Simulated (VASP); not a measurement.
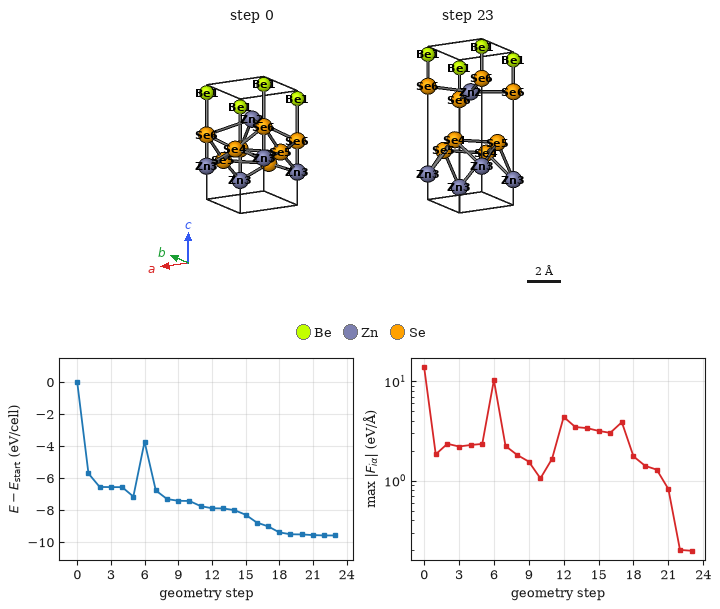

First and last geometry of a relaxation of a crystal of BeZn2Se3 (a generated structure, set up in P4mm), with the history of the run. Style: ball-and-stick. Shown: the cell of the calculation, from a free direction.

The run lets cell and atoms move.

All numbers below come from VASP 6.6.1, Kohn-Sham DFT of a periodic cell, PBE, VASP PAW PBE potentials, recommended.

Input
```
SYSTEM = BeZn2Se3
ALGO     = Fast           ! electronic algorithm
EDIFF    = 1E-4           ! SCF threshold, eV
EDIFFG   = -0.08          ! ionic threshold
ENCUT    = 520            ! plane-wave cutoff, eV
GGA      = PE             ! functional
IBRION   = 2              ! ionic algorithm
ISIF     = 3              ! what is computed and relaxed
ISMEAR   = 0              ! smearing method
LASPH    = .TRUE.         ! aspherical terms in the spheres
LCHARG   = .FALSE.        ! write CHGCAR
LREAL    = .FALSE.        ! projectors in reciprocal space
LWAVE    = .FALSE.        ! write WAVECAR
NELM     = 60             ! most SCF steps
NSW      = 24             ! ionic steps
PREC     = Normal         ! precision mode
SIGMA    = 0.15           ! smearing width, eV
```

Command:
```bash
cat potpaw_PBE.64/Be/POTCAR potpaw_PBE.64/Zn/POTCAR potpaw_PBE.64/Se/POTCAR > POTCAR
mpirun -np 1 vasp_std > vasp.out
```

Read the history and describe the run.

Answer. The relaxation stopped without meeting its thresholds, so the last structure isn't shown to be converged. After 23 geometry steps the energy has fallen by 9.567 eV per cell of the calculation. The largest force component goes from 14 to 0.2 eV/Å. Pressure: 32.41 GPa at the start and 0.15 GPa at the end. Se6 moves most relative to the cell: 1.76 Å along +c. Largest moves by element: Se 1.76 Å, Zn 1.20 Å, Be 0.18 Å. Cell: a = b 4.130 → 3.892 Å (−5.8 %), c 7.363 → 9.846 Å (+33.7 %). Volume +18.7 %. Among the contacts that change: Zn3–Se6 2.014 → 5.650 Å, Se4–Se6 2.382 → 4.178 Å, Be1–Se6 2.711 → 2.044 Å, Zn3–Se4 2.224 → 2.757 Å. New bonds form, among them: Be1–Zn3 (2.64 → 2.15 Å). Bonds break, among them: Se4–Se6 (2.38 → 4.18 Å), Se5–Se6 (2.38 → 4.18 Å), Zn3–Se6 (2.01 → 5.65 Å). Among the angles between lasting bonds that change: Zn3–Se5–Zn3 136.4° → 89.8°, Se4–Zn3–Se4 136.4° → 89.8°, Se4–Zn3–Se5 82.1° → 59.9°. The space group stays P4mm (No. 99). The volume changes by over a tenth within one run on a fixed set of plane waves, so the end point should be relaxed again from the new cell.

| step | E − E(0), meV/atom | largest force component, eV/Å | pressure, GPa | volume, Å³/atom |
| --- | --- | --- | --- | --- |
| 0 | 0.00 | 13.9638 | 32.41 | 20.935 |
| 1 | -949.55 | 1.8427 | -6.09 | 36.548 |
| 2 | -1089.74 | 2.3520 | -2.68 | 28.540 |
| 3 | -1091.16 | 2.2086 | -3.89 | 29.547 |
| 4 | -1091.77 | 2.2866 | -3.34 | 29.055 |
| 5 | -1189.42 | 2.3456 | -2.26 | 27.108 |
| 6 | -618.66 | 10.2947 | 13.22 | 21.736 |
| 7 | -1125.99 | 2.2358 | -0.96 | 26.188 |
| 8 | -1215.37 | 1.8172 | 3.70 | 23.710 |
| 9 | -1233.80 | 1.5562 | 0.57 | 25.025 |
| 10 | -1235.51 | 1.0553 | 1.39 | 24.579 |
| 11 | -1289.33 | 1.6600 | 1.85 | 24.251 |
| 12 | -1311.26 | 4.3835 | 3.81 | 23.800 |
| 13 | -1313.59 | 3.4689 | 3.02 | 23.928 |
| 14 | -1330.86 | 3.3829 | 2.93 | 23.938 |
| 15 | -1378.80 | 3.1718 | 2.72 | 23.951 |
| 16 | -1460.22 | 3.0302 | 2.92 | 23.908 |
| 17 | -1499.53 | 3.8812 | 4.40 | 23.558 |
| 18 | -1562.18 | 1.7589 | 2.53 | 24.098 |
| 19 | -1582.29 | 1.4115 | 0.98 | 24.555 |
| 20 | -1583.91 | 1.2917 | 0.15 | 24.719 |
| 21 | -1590.49 | 0.8246 | 0.29 | 24.770 |
| 22 | -1594.50 | 0.2011 | 0.30 | 24.845 |
| 23 | -1594.55 | 0.1970 | 0.15 | 24.853 |

Limits of the set-up: layers or molecules are held without a dispersion correction, so their spacing is unreliable.
